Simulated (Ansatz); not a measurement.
Sn (I4_1/amd): Drude plasma energy along x against volume

The cell of Sn (I4_1/amd) is scaled evenly and the response computed anew at each volume, on one mesh. x, y and z are the Cartesian axes of the input cell.

The structure is tetragonal, space group I4_1/amd (No. 141). Conventional cell: a = 5.839 Å, b = 5.839 Å, c = 3.188 Å, α = 90.00°, β = 90.00°, γ = 90.00°. Around Sn on site a lie 6 Sn at 3.03 to 3.19 Å.

Method: Ansatz 0.2.0, PBE, independent particles, k-mesh 14×14×14 with interpolation inside its cells, Gaussian parameter 0.1 eV.

Launch of the response step: `ansatz run input.yaml --threads 4 --pin off --max-ram 8192MiB --backend cpu --events-out ev --progress --plain --runs-dir out`. The series took 12.7 min in all, on 4 threads of Intel(R) Xeon(R) Processor @ 2.50GHz (Skylake/Cascade Lake) (shared host).

```tsv
V/V₀	V (Å³, primitive cell)	Drude plasma energy along x (eV)
0.94	51.08	9.587
0.96	52.17	9.500
0.98	53.26	9.419
1.00	54.34	9.340
1.02	55.43	9.262
1.04	56.52	9.188
1.06	57.60	?
```

For small changes the quantity should be close to linear in ln V.

Working, on the rows shown:

| x = ln(V/V₀) | y = Drude plasma energy along x |
| --- | --- |
| -0.0618754 | 9.587 |
| -0.040822 | 9.5 |
| -0.0202027 | 9.419 |
| 0 | 9.34 |
| 0.0198026 | 9.262 |
| 0.0392207 | 9.188 |

Means: x̄ = -0.010646, ȳ = 9.3827. Σ(x − x̄)(y − ȳ) = -0.02819, Σ(x − x̄)² = 0.007154. Slope = -0.02819 / 0.007154 = -3.941; intercept = ȳ − slope · x̄ = 9.3407. The line misses the rows shown by at most 0.0024 eV.

Question: What does the fit predict for the withheld row, and how well does it do?

Answer: At x = 0.058269 the line gives y = 9.1111 eV. The run gave 9.112 eV, so the extrapolation is off by 0.00092 eV, 0.2 % of the range in the table.

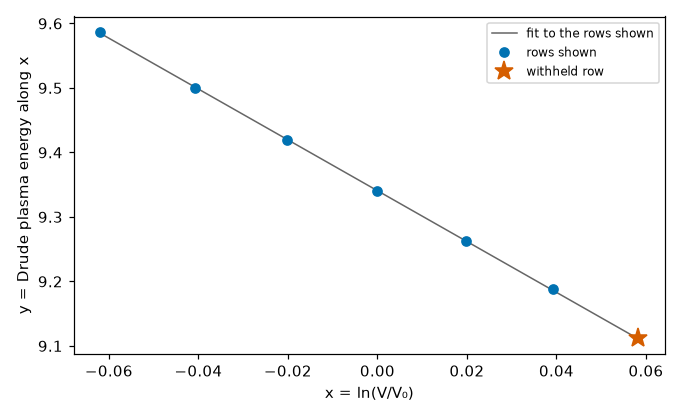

Between the rows on either side of x = 0 the slope is (9.262 − 9.419) / (0.019803 − (-0.020203)) = -3.924. So d ln ωp/d ln V = -0.42; free electrons would give −0.50. The cell comes from an older database entry, whose edges can be off by a per cent or so. The values come from a sum over the points of one k-mesh and carry its error, which is largest for Fermi-surface quantities. Spin-orbit coupling is left out.

[Logs are printed without paths, hosts, clocks, repeated set-up lines and the standing remarks that a program may print on its own settings, such as how far it seeks lower states.]
